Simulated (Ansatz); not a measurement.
# NaF (Villiaumite): a many-body input that goes wrong, and its mend

Aim: the G0W0 gap of NaF (Villiaumite). The first input has a fault.

Calculated with Ansatz 0.2.0; G0W0 on PBE, plane waves, PAW; PAW set soft_1.

The database entry behind the starting cell differs from later determinations by our own check (0.1 to 0.3 % short, probably kX units), so it need not match the best structure at ambient conditions.

### Step 1. Starting point

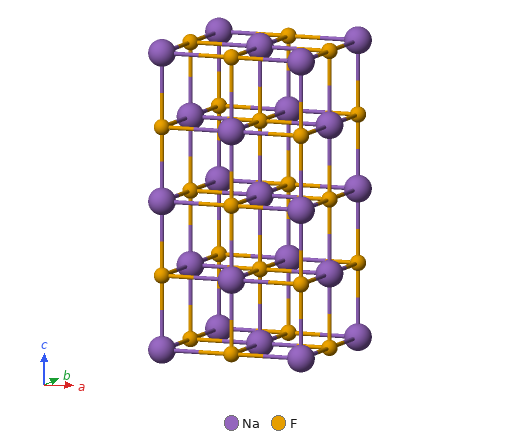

Start, viewed slightly off an axis; sodium purple, fluorine orange. 1×1×2 cells are drawn. This picture shows the conventional cell, with its axes. Some periodic images of atoms are drawn too.

Structure file:

```cif
data_structure
_symmetry_space_group_name_H-M 'P 1'
_symmetry_Int_Tables_number 1
_cell_length_a 3.2668
_cell_length_b 3.2668
_cell_length_c 3.2668
_cell_angle_alpha 60.000
_cell_angle_beta 60.000
_cell_angle_gamma 60.000
_cell_volume 24.65
loop_
_atom_site_label
_atom_site_type_symbol
_atom_site_fract_x
_atom_site_fract_y
_atom_site_fract_z
_atom_site_occupancy
Na1 Na 0.00000 0.00000 0.00000 1
F2 F 0.50000 0.50000 0.50000 1
```

The cell and positions come from the Crystallography Open Database and are kept as given unless a step says otherwise.

### Step 2. First try

The input, input.yaml:

```yaml
crystal:
  lattice:
    - [0.0, 2.31, 2.31]
    - [2.31, 0.0, 2.31]
    - [2.31, 2.31, 0.0]
  atoms:
    - { symbol: Na, position: [0.0, 0.0, 0.0] }
    - { symbol: F, position: [0.5, 0.5, 0.5] }
kpoints:
  mp_grid: { grid: [1, 1, 1] }
hamiltonian:
  xc: pbe
  pseudopotentials: { kind: paw, azcp: { folder: soft_1 } }
scf:
  occupations: { method: fixed }
gw:
  n_empty_bands: 26
  ecut_chi: 60
  qp_bands: [v2, c2]
  qp_kpoints: band_edges
  screening: { model: contour_deformation }
```

Command:

```sh
ansatz run input.yaml --threads 24 --pin off --max-ram 82944MiB --backend cuda --events-out ev --progress --plain --runs-dir out --devices 1 --max-vram 78GiB
```

Numbers of over 12 decimals in the logs are rounded to 6 here.

The log of the run:

```text
GPUs: using 1 of 1 available (devices: 1).
Engine: ansatz 0.2.0, aarch64-unknown-linux-gnu
Pseudopotentials: kind: paw
Pseudopotential: Na, paw, valence charge 9, recommended cutoff 420 eV (normal), soft_1/Na.paw.azcp
Pseudopotential: F, paw, valence charge 7, recommended cutoff 420 eV (normal), soft_1/F.paw.azcp
Functional definition: PBE
  parameter kappa = 0.804
  parameter beta = 0.066725
  exchange = pbe_x(kappa = kappa, mu = beta*pi^2/3)
  correlation = pbe_c(beta = beta)
device memory: the entry about to start is reckoned to put 0.3 GiB on a device that reports 179.7 GiB free (of which the cap on the GPU budget leaves the run 78.0 GiB)
GPU FFT provider: cuFFT
GPU libraries: cuBLAS 13.8.1, cuFFT 12.4.0, cuSOLVER 12.3.2
GPU matrix products: emulated (plane waves: as basis.precision tells), large ones in fixed point in workspaces of 1.00 GiB
Crystal: 2 atoms, lattice volume = 24.653 Å³
Basis set: ecut = 420 eV, 531 PW (Γ)
Bands: 12, of which v1, the nominal top of the filled ones, is band 8 counted from 1 (7 counted from 0)
Symmetry: 48 space group operations
Space group: Fm-3m (ITA 225), of the structure as read, at distance tolerance 2.9e-5 Å
k-points: 1
Non-local potential: Na, projectors of the file, l = 0: 3, l = 1: 2, l = 2: 1
Non-local potential: F, projectors of the file, l = 0: 2, l = 1: 2, l = 2: 1
PAW form: soft (Blöchl's): semilocal exchange-correlation on the pseudo side does not see the compensation charge
PAW one-centre angular grid: Na, 110 points (default); XC on 64 Gauss nodes
PAW one-centre angular grid: F, 110 points (default); XC on 64 Gauss nodes
Initial density: superposition of atomic densities (chi_scale 0.1, normalization cell, long waves kept (reshape's long-wave potential 0.00 eV rms))
Initial wavefunctions: pseudopotential atomic-orbital guess
GPU buffer pool allocated for 13824 grid points (all kernels)
GPU transforms: local potential and band sums: pruned to the plane-wave sphere, on 24×24×24
Functional: x = pbe(κ = 0.804, μ = 0.219515), c = pbe(β = 0.066725)
SCF iter   1: F=—  HF=-2294.287506 eV  |F-HF|=—  |Δ(HF+E_count)|=         —  Δρ=1.34e-1  dr2=2.72e0  ethr=3.10e-3  ⟨swp⟩=5.0  Hψ=73  notcnv=0
preconditioner: auto → none  [insulator: Δε(μ)=3.139 eV  Ē_g=17.540 eV  n_scr=8 (ndim 8)  ℏωp=21.2 eV  f_vac=0.000  ε∞_Penn≈2.5]
SCF iter   2: F=—  HF=-2293.262376 eV  |F-HF|=—  |Δ(HF+E_count)|=    1.03e0  Δρ=3.20e-2  dr2=2.25e-1  ethr=3.10e-3  ⟨swp⟩=3.0  Hψ=36  notcnv=0
SCF iter   3: F=—  HF=-2293.293753 eV  |F-HF|=—  |Δ(HF+E_count)|=   3.14e-2  Δρ=1.25e-2  dr2=2.01e-2  ethr=1.40e-3  ⟨swp⟩=2.0  Hψ=23  notcnv=0
SCF iter   4: F=—  HF=-2293.288116 eV  |F-HF|=—  |Δ(HF+E_count)|=   5.64e-3  Δρ=5.61e-3  dr2=4.52e-3  ethr=1.26e-4  ⟨swp⟩=3.0  Hψ=23  notcnv=0
SCF iter   5: F=—  HF=-2293.286138 eV  |F-HF|=—  |Δ(HF+E_count)|=   1.98e-3  Δρ=2.46e-4  dr2=3.25e-6  ethr=2.83e-5  ⟨swp⟩=2.0  Hψ=20  notcnv=0
SCF iter   6: F=—  HF=-2293.286148 eV  |F-HF|=—  |Δ(HF+E_count)|=   9.49e-6  Δρ=3.93e-5  dr2=9.78e-8  ethr=6.25e-10  ⟨swp⟩=3.0  Hψ=60  notcnv=0
SCF iter   7: F=-2293.286148 eV  HF=-2293.286148 eV  |F-HF|=5.98e-9  |Δ(HF+E_count)|=   5.41e-8  Δρ=6.16e-6  dr2=3.90e-9  ethr=6.11e-10  ⟨swp⟩=3.0  Hψ=40  notcnv=0
SCF 1 converged in 7 iterations: F = -2293.286148 eV  dr2 = 3.90e-9
[...]
device memory: the entry about to start is reckoned to put 0.4 GiB on a device that reports 179.7 GiB free (of which the cap on the GPU budget leaves the run 78.0 GiB)
NSCF: frozen V_eff on 1 k-points
[...]
device memory: the entry about to start is reckoned to put 0.3 GiB on a device that reports 179.7 GiB free (of which the cap on the GPU budget leaves the run 78.0 GiB)
NSCF: frozen V_eff on 1 k-points
G₀W₀ screening: q 1/1
G₀W₀ self-energy: k 1/1
device memory: the entry about to start is reckoned to put 0.3 GiB on a device that reports 182.4 GiB free (of which the cap on the GPU budget leaves the run 78.0 GiB)
NSCF: frozen V_eff on 1 k-points
device memory: the entry about to start is reckoned to put 0.3 GiB on a device that reports 182.4 GiB free (of which the cap on the GPU budget leaves the run 78.0 GiB)
NSCF: frozen V_eff on 1 k-points
device memory: the entry about to start is reckoned to put 0.3 GiB on a device that reports 182.4 GiB free (of which the cap on the GPU budget leaves the run 78.0 GiB)
NSCF: frozen V_eff on 1 k-points
device memory: the entry about to start is reckoned to put 0.3 GiB on a device that reports 182.4 GiB free (of which the cap on the GPU budget leaves the run 78.0 GiB)
NSCF: frozen V_eff on 1 k-points
SCF converged after 7 iterations
Free energy (F): -2293.286148 eV
Harris-Foulkes:  -2293.286148 eV  (|F-HF|=5.98e-9)
Internal energy: -2293.286148 eV  (E = F + TS)
E sigma→0 (E₀):  -2293.286148 eV
Fermi energy:    3.148699 eV
--- Per-component energies (eV) ---
  E_band       = -214.977263
  E_kinetic    = 321.977206
  E_local      = -1866.372766  (includes V_loc(G=0)·N_el)
  E_nonlocal   = 369.017011
  E_hartree    = 641.822804
  E_xc         = -116.152440
  E_vxc        = -149.089380  (∫ρ·V_xc dr)
  E_paw        = -500.741821  (= ΣΔE_a)
  E_vpaw       = -174.158121  (= ΣTr[D̂ρ^β])
  E_aug_tail   = 0.000780  (compensation charges beyond the density's cutoff)
  E_ewald      = -1142.836923
  E_smearing   = -0.000000  (= −TS)
  E_closure    = 0.000000  (closes the sum)
  Σ components = -2293.286148   (vs F -2293.286148, Δ=0.00e0)
--- Band table (eV) ---
  k-point 0: bands = [... 4 lower, -15.9851, 3.1487, 3.1487, 3.1487, 7.7477, 20.2280, 20.2280, 20.2280]
--- G₀W₀: contour deformation, 5 samples at zero and on the imaginary axis and 1 off it, 1 q-point, 26 empty bands' worth ---
  eigenvalues of the whole cell's RPA ε∞ on this k-mesh (on a slab, of 1 + 4πα/V) = 8.9051, 8.9051, 8.9051; static W/v taken at q = 0 is 0.112296
  bands read: the sum over 34 bands ends inside a degenerate multiplet in 1 slot, whose members it reads at an even weight; the widest, k=0: bands 34 to 36 (counted from 1) at 1/3 each
  gw.qp_kpoints: band_edges: 1 of 1 stored k-point solved, in 1 pass; an edge of the gap read off the rows below is read off those points alone
    ik  band        ε_KS         Σx   Σc(E_QP)       V_xc       Z   E_QP_lin       E_QP  E_QP is
     0     7      3.1487   -32.7624     8.4272   -23.2161  0.6959     2.0000     2.0296  root
     0     8      3.1487   -32.7624     8.4272   -23.2161  0.6959     2.0000     2.0296  root
     0     9      7.7477    -5.0220    -6.2557   -10.1583  0.7178     6.6525     6.6284  root
     0    10     20.2280    -1.4090    -6.4049    -6.7777  0.7176    19.2128    19.1918  root
```

Run time: 1.1 s. Hardware: 1 × NVIDIA GB200 (shared by 2 runs) with 24 threads of Arm Neoverse V2, shared host; peak memory 1.1 GiB.

Reading the cycles: dr2 is the Hartree energy of the density residual (eV), the measure of convergence; HF is the Harris–Foulkes estimate of the energy, which meets the free energy F at convergence.

Q: What is the fault?

The run ended normally, though the input holds a fault or crude settings.

The fault: one k-point. One point can't sample the density or the screening of a small cell, and the band edges may lie elsewhere in the zone.

It printed a gap of 4.60 eV, which is an artefact of the settings.

### Step 3. A better input

Now the one-shot GW correction: screening in the RPA, then the self-energy of the levels asked for. This step takes PAW set soft_1 files.

input.yaml, as its differences from that of step 2:

```diff
@@ -9,3 +9,3 @@
 kpoints:
-  mp_grid: { grid: [1, 1, 1] }
+  mp_grid: { grid: [6, 6, 6] }
 hamiltonian:
```

The log of the run:

```text
GPUs: using 1 of 1 available (devices: 1).
[...]
Crystal: 2 atoms, lattice volume = 24.653 Å³
Basis set: ecut = 420 eV, 531 PW (Γ)
Bands: 12, of which v1, the nominal top of the filled ones, is band 8 counted from 1 (7 counted from 0)
[... 1 set-up line as in the run before ...]
[...]
k-points: 16 of 216
[...]
SCF iter   1: F=—  HF=-2299.953494 eV  |F-HF|=—  |Δ(HF+E_count)|=         —  Δρ=2.03e-1  dr2=7.17e0  ethr=3.10e-3  ⟨swp⟩=4.2  Hψ=1095  notcnv=0  defer=22
[...]
SCF iter   7: F=-2297.425036 eV  HF=-2297.425036 eV  |F-HF|=4.96e-10  |Δ(HF+E_count)|=   1.05e-5  Δρ=9.82e-6  dr2=1.69e-8  ethr=6.25e-10  ⟨swp⟩=4.6  Hψ=1046  notcnv=0
SCF 1 converged in 7 iterations: F = -2297.425036 eV  dr2 = 1.69e-8
[...]
NSCF: frozen V_eff on 16 k-points, pencils in batches of 32, up to order 48
[...]
1     8      0.9191   -31.3538     5.1892   -23.4810  0.8120    -1.8494    -1.7645  root
     1     9      8.2802    -7.0267    -2.6784   -11.3228  0.8929     9.9119     9.8979  root
     1    10     17.5562    -2.8028    -3.2256    -7.6641  0.8720    19.2176    19.1919  root
     2     7      0.7905   -31.1062     5.1967   -23.1940  0.8113    -2.0138    -1.9250  root
     2     8      0.7905   -31.1062     5.1967   -23.1940  0.8113    -2.0138    -1.9250  root
     2     9     10.2725    -7.2408    -2.7705   -11.8001  0.8867    12.0815    12.0613  root
[...]
11     7      0.0696   -29.7021     5.1061   -21.7113  0.8104    -2.9253    -2.8151  root ?
[...]
13    10     14.8047    -4.1564    -3.0328    -8.8812  0.8795    16.5214    16.4966  root
    14     7      0.2499   -30.0376     5.1270   -22.0651  0.8107    -2.7003    -2.5957  root ?
    14     8      0.5682   -30.7069     5.1845   -22.7528  0.8107    -2.2967    -2.2014  root
    14     9     13.4585    -5.7766    -2.9962   -10.5897  0.8795    15.3032    15.2754  root
    14    10     13.9730    -6.9906    -2.9867   -12.0212  0.8707    16.0585    16.0168  root
[key lines of the parts left out:]
SCF converged after 7 iterations
Free energy (F): -2297.425036 eV
Fermi energy:    0.984376 eV
```

The job ended after 2.5 s (1 × NVIDIA GB200 (shared by 2 runs) with 24 threads; peak memory 1 GiB; 6.2 s of CPU time).

This step gave:

| Quantity | Value |
| --- | --- |
| bands summed | 34 |
| RPA ε∞ on this mesh (eigenvalues) | 1.803, 1.803, 1.803 |
| plane waves in the screening matrix | 27 |
| q-points in the mesh | 216 |
| G0W0 gap on the mesh | 10.53 eV |
| k of the valence top | 0, 0, 0 |
| k of the conduction bottom | 0, 0, 0 |
| starting gap on the mesh | 6.365 eV |
| Z at the valence top | 0.8124 |
| Z at the conduction bottom | 0.8985 |
| least direct G0W0 gap on the computed points | 10.53 eV |

The gap on the mesh goes from 6.36 eV to 10.53 eV, a correction of +4.16 eV. Between the two edge states, bare exchange in place of the xc potential would open the gap by 12.12 eV, and correlation takes back 7.96 eV.

### Step 4. Summary of results

| Quantity | Value |
| --- | --- |
| first try | converged after 1.1 s |
| better run | G0W0 gap on the mesh 10.53 eV (6×6×6 mesh, 26 empty bands, screening to 60 eV, PAW set soft_1 files) |

The second run differs in: mesh. Bands and cutoff are finite, so the gap is not at the basis limit. The miss can reach some tenths of an eV and take either sign; the mesh is an error of its own.

[Paths, hosts, dates, memory and timing lines, banners, echoed tables and standing remarks are left out of the program output.]

[Logs are printed without paths, hosts, clocks, repeated set-up lines and the standing remarks that a program may print on its own settings, such as how far it seeks lower states.]

[Runs of the session that timed out or met a known fault of the program may be left out.]

[Cells called generated may have been cut or substituted from an entry of the Crystallography Open Database or the Materials Project.]

[No measured gap is set beside runs whose start may be inverted or whose files or cutoffs have a known fault.]

[Hosts, paths, dates, database ids (printed as entryN), source tags and the programs' standing remarks are cut or masked in the printed files.]
